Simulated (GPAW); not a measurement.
**free-standing square Ir monolayer, spacing 3.288 A: cost and accuracy of the smearing**

Aim: see how far moments and order energies of free-standing square Ir monolayer, spacing 3.288 A move with the smearing, and what each rung costs.

Calculated with GPAW 26.7.0; PBE; plane waves with GPAW's PAW setups, scalar-relativistic.

**1. The structure**

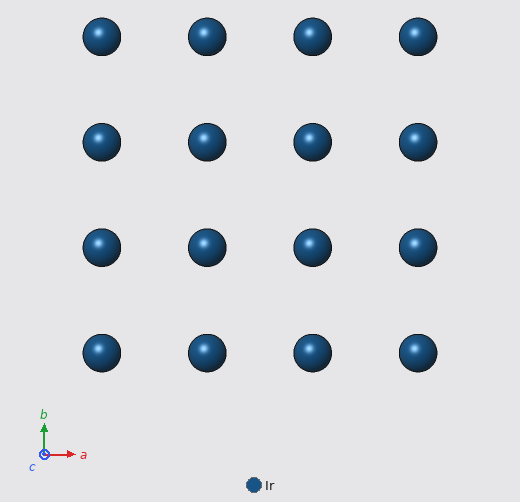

Start, viewed from above; iridium blue. 3×3×1 cells are drawn. Some periodic images of atoms are drawn too.

The cell holds 1 atom: 1 Ir. Its edges and angles: a = 3.288 Å, b = 3.288 Å, c = 14.000 Å, α = 90.0°, β = 90.0°, γ = 90.0°. model lattice. Vacuum lies along c.

**2. Rung 1 (width 0.4 eV), start ferro +**

A wide smearing converges easily but acts like a high temperature on the moments; each rung narrows it.

Input file order1.py:

```python
import json
import numpy as np
from ase import Atoms
from ase.parallel import paropen, parprint
from gpaw import GPAW

atoms = Atoms(['Ir'],
    cell=[[3.288, 0.0, 0.0],
         [0.0, 3.288, 0.0],
         [0.0, 0.0, 14.0]],
    scaled_positions=[[0.0, 0.0, 0.5]],
    pbc=True,
    magmoms=[1.0])
atoms.calc = GPAW(mode={'name': 'pw', 'ecut': 550},
    xc='PBE',
    kpts={'size': (8, 8, 1), 'gamma': True},
    occupations={'name': 'fermi-dirac', 'width': 0.4},
    convergence={'density': 1e-05, 'energy': 1e-05},
    maxiter=200,
    txt='order1.txt')
e = atoms.get_potential_energy(force_consistent=True)
res = {'free_energy': e, 'energy_sigma0': atoms.get_potential_energy(), 'fermi_energy': atoms.calc.get_fermi_level()}
res['moments'] = atoms.get_magnetic_moments().tolist()
res['total'] = atoms.get_magnetic_moment()
parprint('site moments (muB):', np.round(res['moments'], 3))
parprint(f"total moment: {res['total']:.3f} muB")
parprint(f'free energy: {e:.6f} eV')
atoms.calc.write('order1.gpw')
with paropen('results.json', 'w') as f:
    json.dump(res, f)
```

The run is started by

```bash
OMP_NUM_THREADS=1 python3 order1.py > order1.log
```

Output:

```text
site moments (muB): [0.9]
total moment: 1.047 muB
free energy: -5.147651 eV

--- order1.txt ---
Input parameters:
  mode=PW(ecut=550),
  convergence={'density': 1e-05, 'energy': 1e-05},
  kpts=MonkhorstPack(size=(8, 8, 1), gamma=True),
  maxiter=200,
  occupations=Occupations(name='fermi-dirac', width=0.4),
  xc=XC(name='PBE')

Diagonalizing LCAO Hamiltonian
Converting LCAO to pw mode
   .-------.
  /|       |
 * |       |
 | |       |
 | |       |
 | |       |
 | |       |
 | |       |
 | |       |
 | |       |
 Ir|       |
 | |       |
 | |       |
 | |       |
 | |       |
 | |       |
 | |       |
 | .-------.
 |/       /
 *-------*

Atoms  # Å, Bohr magnetons
|   | symbol |        x |        y |        z |    initial magnetic moments |
|---|--------|----------|----------|----------|-----------------------------|
| 0 |     Ir | 0.000000 | 0.000000 | 7.000000 | ( 0.0000,  0.0000,  1.0000) |

Unit cell  # Å
| periodic |        x |        y |         z |   lengths |    angles |
|----------|----------|----------|-----------|-----------|-----------|
|      yes | 3.288000 | 0.000000 |  0.000000 |  3.288000 | 90.000000 |
|      yes | 0.000000 | 3.288000 |  0.000000 |  3.288000 | 90.000000 |
|      yes | 0.000000 | 0.000000 | 14.000000 | 14.000000 | 90.000000 |

Number of symmetries: 16

BZ-sampling:
  Number of BZ points: 64
  Number of IBZ points: 15

  Monkhorst-Pack size: [8, 8, 1]
  Monkhorst-Pack shift: [0.0625, 0.0625, 0.0]

Plane wave coefficients: 4456
Cutoff: 550.0 eV

Spin-components: 2 (collinear spins)
Bands:           12
Projectors:      6
Spin-degeneracy: 1
Datatype:        complex128

Parallelization:
  kpt:    1
  domain: 1
  band:   1

Density:
  Valence electrons: 15.0
  Components: 2
  Grid points: [18 18 80]
  Charge: 0.0  # |e|

Potential:
  Grid points: [18 18 80]

[... setups left out ...]
Reference energy: -484484.849336  # eV

eigensolver:
  PPCG
  Converge bands: occupied
  niter=2

density mixing:
  MSR1-Mixer
  Pratt-step length: 0.05
  Maximum mixing coefficient: 0.75
  Old densities: 10
  SVD Regularization: 0.005
  Good broyden scale: 1.0
  Trust region scale: 1.0
  Backstep threshold: 4.0
  History deletion threshold: 6.0
  Fourier metric: weight=20.0, sigma=0.015

occupation numbers:
  Fermi-Dirac:
    width: 0.4000  # eV

poisson solver:
  ecut: 4400.0  # eV

xc functional:
  name: PBE with 2 nearest neighbor stencil

convergence criteria:
- Maximum integral of absolute [dens]ity change: 1e-05 electrons / valence electron
- Maximum [total energy] change in last 3 cyles: 1e-05 eV / valence electron
- Maximum integral of absolute [eigenst]ate change: 4e-08 eV^2 / valence electron
maximum number of iterations: 200

SCF iterations
|iter     |      energy | eigst |  dens |  magmom |
|---------|-------------|-------|-------|---------|
|iter:   1|       0s |   -4.351340 | -0.69 |       |  +1.0008|
|iter:   2|       2s |   -4.328669 | -2.16 | -1.30 |  +0.9979|
|iter:   3|       3s |   -4.283457 | -1.78 | -1.35 |  +0.9724|
|iter:   4|       5s |   -4.290229 | -2.72 | -1.74 |  +0.9586|
|iter:   5|       7s |   -4.294341 | -3.12 | -2.05 |  +0.9502|
|iter:   6|       9s |   -4.295620 | -3.98 | -2.67 |  +0.9538|
|iter:   7|      11s |   -4.297398 | -4.48 | -2.89 |  +0.9626|
|iter:   8|      13s |   -4.298770 | -5.00 | -3.15 |  +0.9736|
|iter:   9|      15s |   -4.301035 | -5.12 | -3.12 |  +0.9928|
|iter:  10|      17s |   -4.303456 | -5.23 | -3.26 |  +1.0155|
|iter:  11|      19s |   -4.305055 | -5.43 | -3.19 |  +1.0362|
|iter:  12|      21s |   -4.305829 | -6.01 | -3.61 |  +1.0443|
|iter:  13|      23s |   -4.306062 | -6.45 | -3.99 |  +1.0463|
|iter:  14|      25s |   -4.306131 | -7.31 | -4.57 |  +1.0470|
|iter:  15|      26s |   -4.306158c| -7.55c| -5.06c|  +1.0472|

Converged in 15 steps
Energy contributions relative to reference atoms: (reference = -484484.849336)

Energy contributions:
  Kinetic:          -9.094654
  Coulomb:           9.022087
  Zero:             -0.324696
  External:          0.000000
  Xc:               -3.067403
  Entropy:          -1.682985
  Spinorbit:         0.000000
  ----------------------------
  Free energy:      -5.147651
  Extrapolated:     -4.306158

dipole moment: (-11.716996, -11.716996, 0.000004)  # |e|*Ang

Total magnetic moment: (0.000000, 0.000000, 1.047217)

Local magnetic moments
|        x |        y |        z |
|----------|----------|----------|
| 0.000000 | 0.000000 | 0.899955 |  # Ir   0

Fermi level: -3.733
Eigenvalues  # (at kpt = [0.000, 0.000, 0.000])
| band index |      eig [eV] | occ [0-1] |      eig [eV] | occ [0-1] |
|------------|---------------|-----------|---------------|-----------|
|          0 |       -51.948 |     1.000 |       -51.424 |     1.000 |
|          1 |       -51.948 |     1.000 |       -51.424 |     1.000 |
|          2 |       -51.904 |     1.000 |       -51.276 |     1.000 |
|          3 |        -7.282 |     1.000 |        -7.026 |     1.000 |
|          4 |        -5.988 |     0.996 |        -5.578 |     0.990 |
|          5 |        -4.963 |     0.956 |        -4.242 |     0.781 |
|          6 |        -4.267 |     0.791 |        -3.582 |     0.407 |
|          7 |        -4.267 |     0.791 |        -3.582 |     0.407 |
|          8 |        -3.907 |     0.607 |        -3.272 |     0.240 |
|          9 |        -1.223 |     0.002 |        -1.006 |     0.001 |
|         10 |         1.553 |     0.000 |         1.585 |     0.000 |
|         11 |         2.728 |     0.000 |         2.762 |     0.000 |

No gap
No difference between direct/indirect transitions
```

The job ended after 30 s (1 MPI rank of Arm Neoverse V2, shared host; peak memory 0.22 GiB).

Spin moment in the augmentation sphere by atom:

```csv
atom,spin moment in the augmentation sphere (μB)
Ir1,0.900
```

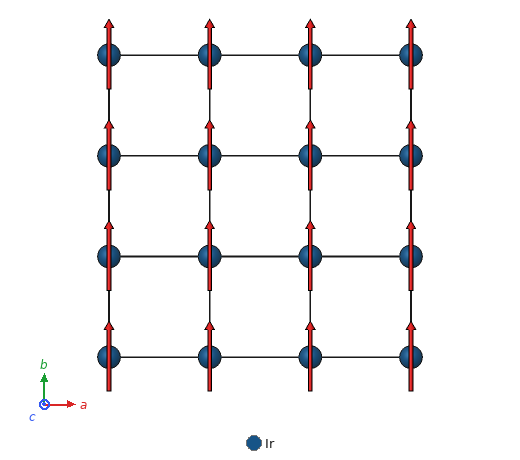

Spin moment in the augmentation sphere as arrows, the longest 0.900 μB. Up and down stand for the sign. Arrows give size and sign along the axis of quantisation, drawn up and down the page. 3×3×1 cells are drawn. Some periodic images of atoms are drawn too.

Numbers from this step:

```yaml
magnetization: 1.047 μB
final_state: ferromagnetic
```

After 15 cycles the largest moment stands at 0.900 μB.

**3. Rung 1 (width 0.4 eV), start antiferro q=(1/2,1/2,0) +-**

The second start gives the energy difference between the two end states, the quantity that is followed up the ladder. Its q is in fractions of the reciprocal vectors of the first run's cell.

Input file order2.py:

```python
import json
import numpy as np
from ase import Atoms
from ase.parallel import paropen, parprint
from gpaw import GPAW

atoms = Atoms(['Ir', 'Ir'],
    cell=[[6.576, 0.0, 0.0],
         [3.288, 3.288, 0.0],
         [0.0, 0.0, 14.0]],
    scaled_positions=[[0.0, 0.0, 0.5],
         [0.5, 0.0, 0.5]],
    pbc=True,
    magmoms=[1.0, -1.0])
atoms.calc = GPAW(mode={'name': 'pw', 'ecut': 550},
    xc='PBE',
    kpts={'size': (4, 8, 1), 'gamma': True},
    occupations={'name': 'fermi-dirac', 'width': 0.4},
    convergence={'density': 1e-05, 'energy': 1e-05},
    maxiter=200,
    txt='order2.txt')
e = atoms.get_potential_energy(force_consistent=True)
res = {'free_energy': e, 'energy_sigma0': atoms.get_potential_energy(), 'fermi_energy': atoms.calc.get_fermi_level()}
res['moments'] = atoms.get_magnetic_moments().tolist()
res['total'] = atoms.get_magnetic_moment()
parprint('site moments (muB):', np.round(res['moments'], 3))
parprint(f"total moment: {res['total']:.3f} muB")
parprint(f'free energy: {e:.6f} eV')
atoms.calc.write('order2.gpw')
with paropen('results.json', 'w') as f:
    json.dump(res, f)
```

The run is started by

```bash
OMP_NUM_THREADS=1 python3 order2.py > order2.log
```

Output:

```text
UserWarning: Initial realspace grid (36,27,80) inconsistent with symmetries.
UserWarning: Using symmetrized grid: (36,36,80).

site moments (muB): [ 0.745 -0.745]
total moment: 0.000 muB
free energy: -10.290056 eV

--- order2.txt ---
Input parameters:
  mode=PW(ecut=550),
  convergence={'density': 1e-05, 'energy': 1e-05},
  kpts=MonkhorstPack(size=(4, 8, 1), gamma=True),
  maxiter=200,
  occupations=Occupations(name='fermi-dirac', width=0.4),
  xc=XC(name='PBE')

Diagonalizing LCAO Hamiltonian
Converting LCAO to pw mode

       Ir      Ir

Atoms  # Å, Bohr magnetons
|   | symbol |        x |        y |        z |    initial magnetic moments |
|---|--------|----------|----------|----------|-----------------------------|
| 0 |     Ir | 0.000000 | 0.000000 | 7.000000 | ( 0.0000,  0.0000,  1.0000) |
| 1 |     Ir | 3.288000 | 0.000000 | 7.000000 | ( 0.0000,  0.0000, -1.0000) |

Number of symmetries: 8

BZ-sampling:
  Number of BZ points: 32
  Number of IBZ points: 13

  Monkhorst-Pack size: [4, 8, 1]
  Monkhorst-Pack shift: [0.125, 0.0625, 0.0]

Plane wave coefficients: 8904
Cutoff: 550.0 eV

Spin-components: 2 (collinear spins)
Bands:           22
Projectors:      12
Spin-degeneracy: 1
Datatype:        complex128

Parallelization:
  kpt:    1
  domain: 1
  band:   1

Density:
  Valence electrons: 30.0
  Components: 2
  Grid points: [36 36 80]
  Charge: 0.0  # |e|

Potential:
  Grid points: [36 36 80]

[... setups left out ...]
Reference energy: -968969.698671  # eV

convergence criteria:
- Maximum integral of absolute [dens]ity change: 1e-05 electrons / valence electron
[...]
|iter:  14|     137s |   -8.561253 | -6.54 | -3.91 |  +0.0000|
|iter:  15|     148s |   -8.561095 | -6.78 | -3.91 |  +0.0000|
|iter:  16|     159s |   -8.561356c| -7.30 | -4.52 |  +0.0000|
|iter:  17|     164s |   -8.561362c| -7.56c| -5.01c|  +0.0000|

Converged in 17 steps
Energy contributions relative to reference atoms: (reference = -968969.698671)

Energy contributions:
  Kinetic:         -18.362304
  Coulomb:          18.216241
  Zero:             -0.648902
  External:          0.000000
  Xc:               -6.037702
  Entropy:          -3.457389
  Spinorbit:         0.000000
  ----------------------------
  Free energy:     -10.290056
  Extrapolated:     -8.561362

dipole moment: (-46.865367, -23.432685, 0.000008)  # |e|*Ang

Total magnetic moment: (0.000000, 0.000000, 0.000013)

Local magnetic moments
|        x |        y |         z |
|----------|----------|-----------|
| 0.000000 | 0.000000 |  0.745392 |  # Ir   0
| 0.000000 | 0.000000 | -0.745381 |  # Ir   1

Fermi level: -3.747
Eigenvalues  # (at kpt = [0.000, 0.000, 0.000])
| band index |      eig [eV] | occ [0-1] |      eig [eV] | occ [0-1] |
|------------|---------------|-----------|---------------|-----------|
|          0 |       -51.927 |     1.000 |       -51.927 |     1.000 |
|        ... |               |           |               |           |
|          7 |        -5.809 |     0.994 |        -5.809 |     0.994 |
|          8 |        -5.668 |     0.992 |        -5.668 |     0.992 |
|          9 |        -4.866 |     0.943 |        -4.866 |     0.943 |
|         10 |        -4.866 |     0.943 |        -4.866 |     0.943 |
[...]
|         18 |         0.831 |     0.000 |         0.831 |     0.000 |
|         19 |         1.124 |     0.000 |         1.124 |     0.000 |
|         20 |         1.124 |     0.000 |         1.124 |     0.000 |
|         21 |         1.571 |     0.000 |         1.571 |     0.000 |

No gap
No difference between direct/indirect transitions
```

The job ended after 3 min (1 MPI rank; peak memory 0.48 GiB).

Spin moment in the augmentation sphere by atom:

```csv
atom,spin moment in the augmentation sphere (μB)
Ir1,0.745
Ir2,-0.745
```

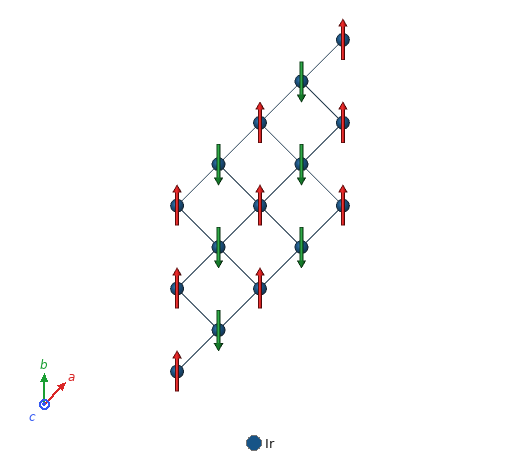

Spin moment in the augmentation sphere as arrows, the longest 0.745 μB. Up and down stand for the sign. Arrows give size and sign along the axis of quantisation, drawn up and down the page. The two directions have two colours. 2×2×1 cells are drawn. Some periodic images of atoms are drawn too.

Numbers from this step:

- magnetization: 0 μB
- final state: antiferromagnetic

This start lies +2.6 meV a seeded atom from the first; its largest moment is 0.745 μB.

**4. Rung 2 (width 0.2 eV), start ferro +**

order1.py is the script of step 2 with these lines changed:

```diff
@@ -16,3 +16,3 @@
     kpts={'size': (8, 8, 1), 'gamma': True},
-    occupations={'name': 'fermi-dirac', 'width': 0.4},
+    occupations={'name': 'fermi-dirac', 'width': 0.2},
     convergence={'density': 1e-05, 'energy': 1e-05},
```

The run is started by

```bash
OMP_NUM_THREADS=1 python3 order1.py > order1.log
```

Output:

```text
site moments (muB): [1.716]
total moment: 1.969 muB
free energy: -4.510006 eV

--- order1.txt ---
Input parameters:
  mode=PW(ecut=550),
  convergence={'density': 1e-05, 'energy': 1e-05},
  kpts=MonkhorstPack(size=(8, 8, 1), gamma=True),
  maxiter=200,
  occupations=Occupations(name='fermi-dirac', width=0.2),
  xc=XC(name='PBE')

Diagonalizing LCAO Hamiltonian
Converting LCAO to pw mode
   .-------.
  /|       |
[...]
|          3 |        -7.323 |     1.000 |        -6.843 |     1.000 |
|          4 |        -6.086 |     1.000 |        -5.316 |     1.000 |
[...]
|          8 |        -4.151 |     0.932 |        -2.854 |     0.021 |
|          9 |        -1.286 |     0.000 |        -0.907 |     0.000 |
|         10 |         1.531 |     0.000 |         1.584 |     0.000 |
|         11 |         2.712 |     0.000 |         2.764 |     0.000 |

No gap
No difference between direct/indirect transitions


[key lines of the parts left out:]
Free energy:      -4.510006
Converged in 13 steps
dipole moment: (-11.720971, -11.720971, 0.000004)  # |e|*Ang
Fermi level: -3.627
```

Run time: 26 s. Hardware: 1 MPI rank; peak memory 0.22 GiB.

Read from the output:

```yaml
magnetization: 1.969 μB
final_state: ferromagnetic
largest_moment: 1.716 μB
```

The largest moment moves by +0.82 μB from rung 1, at 0.87 times its CPU time.

**5. Rung 2 (width 0.2 eV), start antiferro q=(1/2,1/2,0) +-**

order2.py is the script of step 3 with these lines changed:

```diff
@@ -17,3 +17,3 @@
     kpts={'size': (4, 8, 1), 'gamma': True},
-    occupations={'name': 'fermi-dirac', 'width': 0.4},
+    occupations={'name': 'fermi-dirac', 'width': 0.2},
     convergence={'density': 1e-05, 'energy': 1e-05},
```

The run is started by

```bash
OMP_NUM_THREADS=1 python3 order2.py > order2.log
```

Output:

```text
UserWarning: Initial realspace grid (36,27,80) inconsistent with symmetries.
UserWarning: Using symmetrized grid: (36,36,80).

site moments (muB): [ 1.295 -1.295]
total moment: 0.000 muB
free energy: -8.853694 eV

--- order2.txt ---
Input parameters:
  mode=PW(ecut=550),
  convergence={'density': 1e-05, 'energy': 1e-05},
  kpts=MonkhorstPack(size=(4, 8, 1), gamma=True),
  maxiter=200,
[...]
|          8 |        -5.583 |     1.000 |        -5.583 |     1.000 |
|          9 |        -4.981 |     0.999 |        -4.981 |     0.999 |
[...]
|         18 |         0.936 |     0.000 |         0.936 |     0.000 |
|         19 |         1.212 |     0.000 |         1.212 |     0.000 |
|         20 |         1.212 |     0.000 |         1.212 |     0.000 |
|         21 |         1.561 |     0.000 |         1.561 |     0.000 |

No gap
No difference between direct/indirect transitions


[key lines of the parts left out:]
Free energy:      -8.853694
Converged in 17 steps
dipole moment: (-46.843262, -23.421632, 0.000008)  # |e|*Ang
Fermi level: -3.634
```

The job ended after 2.9 min (1 MPI rank; peak memory 0.48 GiB).

Numbers from this step:

```
magnetization  : 0 μB
final state    : antiferromagnetic
largest moment : 1.295 μB
```

This start lies +83.2 meV a seeded atom from the first, a change of +80.5 meV since rung 1; its largest moment is 1.30 μB.

**6. Rung 3 (width 0.1 eV), start ferro +**

order1.py is the script of step 4 with these lines changed:

```diff
@@ -16,3 +16,3 @@
     kpts={'size': (8, 8, 1), 'gamma': True},
-    occupations={'name': 'fermi-dirac', 'width': 0.2},
+    occupations={'name': 'fermi-dirac', 'width': 0.1},
     convergence={'density': 1e-05, 'energy': 1e-05},
```

The run is started by

```bash
OMP_NUM_THREADS=1 python3 order1.py > order1.log
```

Output:

```text
site moments (muB): [1.807]
total moment: 2.062 muB
free energy: -4.334128 eV

--- order1.txt ---
Input parameters:
  mode=PW(ecut=550),
  convergence={'density': 1e-05, 'energy': 1e-05},
  kpts=MonkhorstPack(size=(8, 8, 1), gamma=True),
  maxiter=200,
  occupations=Occupations(name='fermi-dirac', width=0.1),
  xc=XC(name='PBE')

Diagonalizing LCAO Hamiltonian
Converting LCAO to pw mode
   .-------.
  /|       |
[...]
|          3 |        -7.317 |     1.000 |        -6.812 |     1.000 |
|          4 |        -6.092 |     1.000 |        -5.272 |     1.000 |
[...]
|          8 |        -4.186 |     0.997 |        -2.795 |     0.000 |
|          9 |        -1.292 |     0.000 |        -0.906 |     0.000 |
|         10 |         1.525 |     0.000 |         1.575 |     0.000 |
|         11 |         2.710 |     0.000 |         2.752 |     0.000 |

No gap
No difference between direct/indirect transitions


[key lines of the parts left out:]
Free energy:      -4.334128
Converged in 15 steps
dipole moment: (-11.723334, -11.723334, 0.000004)  # |e|*Ang
Fermi level: -3.599
```

It took 29 s on 1 MPI rank; peak memory 0.22 GiB.

Read from the output:

- magnetization: 2.062 μB
- final state: ferromagnetic
- largest moment: 1.807 μB

The largest moment moves by +0.09 μB from rung 2, at 1.1 times its CPU time.

**7. Rung 3 (width 0.1 eV), start antiferro q=(1/2,1/2,0) +-**

order2.py is the script of step 5 with these lines changed:

```diff
@@ -17,3 +17,3 @@
     kpts={'size': (4, 8, 1), 'gamma': True},
-    occupations={'name': 'fermi-dirac', 'width': 0.2},
+    occupations={'name': 'fermi-dirac', 'width': 0.1},
     convergence={'density': 1e-05, 'energy': 1e-05},
```

The run is started by

```bash
OMP_NUM_THREADS=1 python3 order2.py > order2.log
```

Output:

```text
UserWarning: Initial realspace grid (36,27,80) inconsistent with symmetries.
UserWarning: Using symmetrized grid: (36,36,80).

site moments (muB): [ 1.279 -1.279]
total moment: 0.000 muB
free energy: -8.388125 eV

--- order2.txt ---
Input parameters:
  mode=PW(ecut=550),
  convergence={'density': 1e-05, 'energy': 1e-05},
  kpts=MonkhorstPack(size=(4, 8, 1), gamma=True),
  maxiter=200,
[...]
|          8 |        -5.316 |     1.000 |        -5.316 |     1.000 |
|          9 |        -5.159 |     1.000 |        -5.159 |     1.000 |
[...]
|         18 |         1.119 |     0.000 |         1.119 |     0.000 |
|         19 |         1.397 |     0.000 |         1.397 |     0.000 |
|         20 |         1.397 |     0.000 |         1.397 |     0.000 |
|         21 |         1.542 |     0.000 |         1.542 |     0.000 |

No gap
No difference between direct/indirect transitions


[key lines of the parts left out:]
Free energy:      -8.388125
Converged in 20 steps
dipole moment: (-46.806864, -23.403433, 0.000008)  # |e|*Ang
Fermi level: -3.422
```

The job ended after 3.5 min (1 MPI rank; peak memory 0.48 GiB).

Numbers from this step:

| Item | Value |
| --- | --- |
| magnetization | 0 μB |
| final state | antiferromagnetic |
| largest moment | 1.279 μB |

This start lies +140.1 meV a seeded atom from the first, a change of +56.9 meV since rung 2; its largest moment is 1.28 μB.

(Part 1 of 2 ends here.)

[Logs and program files are shortened in this print: banners, set-up blocks, solver, clock and traceback lines can be left out without a mark of their own.]

[Logs are printed without paths, hosts, clocks, repeated set-up lines and the standing remarks that a program may print on its own settings, such as how far it seeks lower states.]

[Hosts, paths, dates, database ids (printed as entryN), source tags and the programs' standing remarks are cut or masked in the printed files.]

[Where a cell is said to come from a database of computed structures, the database is the Materials Project.]
